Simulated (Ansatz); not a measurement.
# BCl$_{2}$H$_{3}$O$_{4}$Si: what the fields show

```xyz
11

O     0.5192   -0.3680   -2.1624
Si    0.2366   -0.4757   -0.5733
O     1.6941   -0.7384    0.0800
O    -0.8923   -1.5803   -0.1769
O    -0.4429    0.9348   -0.0429
B    -0.5764    1.5674    1.1158
Cl    0.1898    0.9616    2.5959
Cl   -1.5132    3.0407    1.2215
H    -0.2333   -0.2649   -2.7458
H     1.7632   -0.6309    1.0314
H    -0.6793   -2.5031   -0.3228
```

Geometry: PBE0-D4/def2-TZVP.

These are results of RKS PBE0-D4/def2-TZVPP (Ansatz 0.2.0), not measurements.

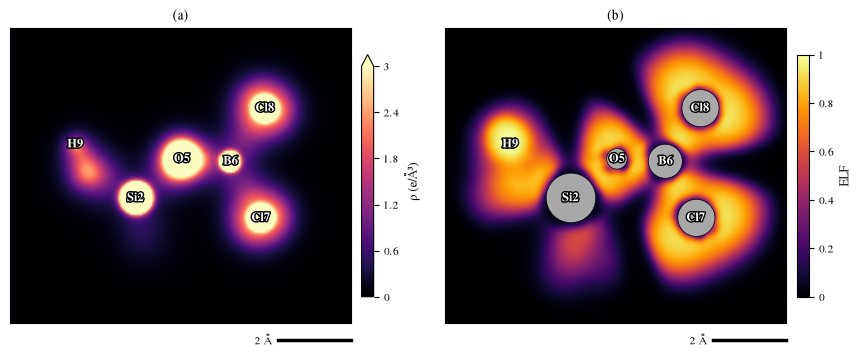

Figure 1. (a) electron density; (b) electron localisation function on the plane of atoms Si2, O5 and B6. Grey discs cover the atomic cores in the ELF map.

Describe what can be read from this map.

- The section cuts through Si, O, B, Cl and H sites.
- B–O (1.33 Å): ρ is about 2.3 e/Å³ halfway; the ELF peaks at about 0.85 between the atoms (a short, strongly polar bond).
- B–Cl (1.75 Å): ρ is about 1.4 e/Å³ halfway; the ELF peaks at about 0.90 between the atoms: a polar covalent bond.
- The ELF also peaks beside Cl7, O5 and Cl8, away from the bonds: lone-pair regions.

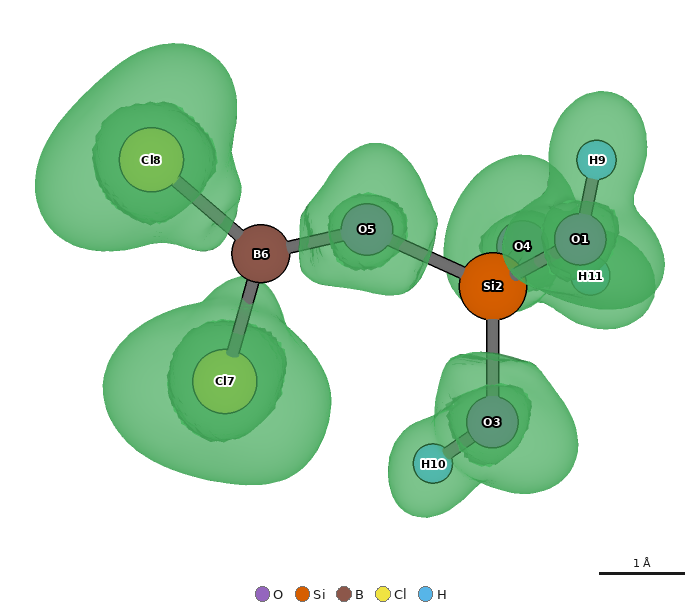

Figure 2. Isosurface of the electron localisation function at 0.75 (green), seen at a tilt. Only the valence region is drawn (cores and ρ < 0.01 e/Å³ removed).

Identify the bonds, lone pairs and shells in this picture.

At this value the surface marks out two regions on Cl in which the atom's valence shell and bonds are merged, one region on O in which the atom's valence shell and bonds are merged and three joined regions spread over several atoms (H, O), in which their bonds and any lone pairs are merged. Profiles from the grid: Si–O (1.62 Å): the ELF peaks at about 0.85 between the atoms, as expected for a polar covalent bond.

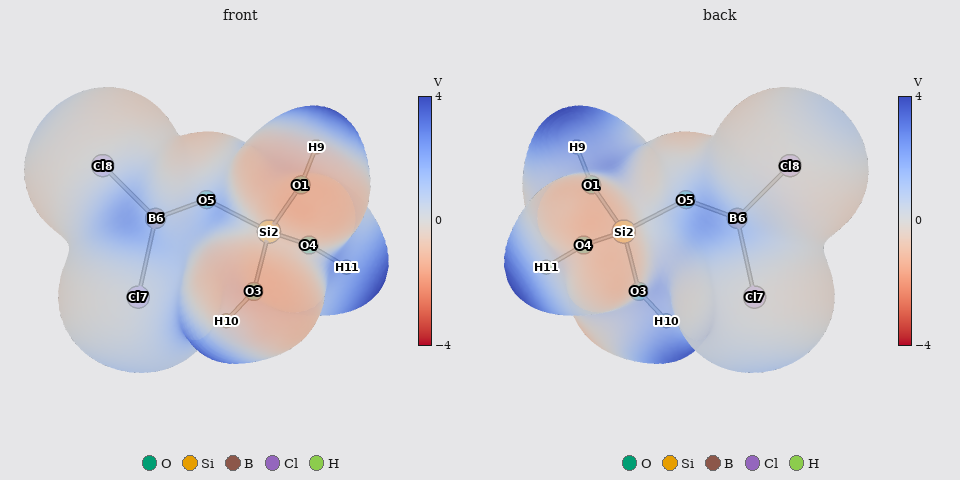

Figure 3. The molecular electrostatic potential painted on the density surface at 0.004 e/bohr³, seen from the front and from behind; red is negative and blue positive.

Which sites attract a positive test charge, and which a negative one?

A positive charge is drawn to the negative regions and a negative charge to the positive ones. The most negative region (about −1.4 V, or −32 kcal/mol for a unit charge) lies over O1 and O3, the most positive (about +3.9 V, or +90 kcal/mol for a unit charge) over H9 and H11. Cl8 shows a σ-hole: about +0.7 V, or +16 kcal/mol for a unit charge at the tip opposite its bond, against about −0.2 V on its flanks.
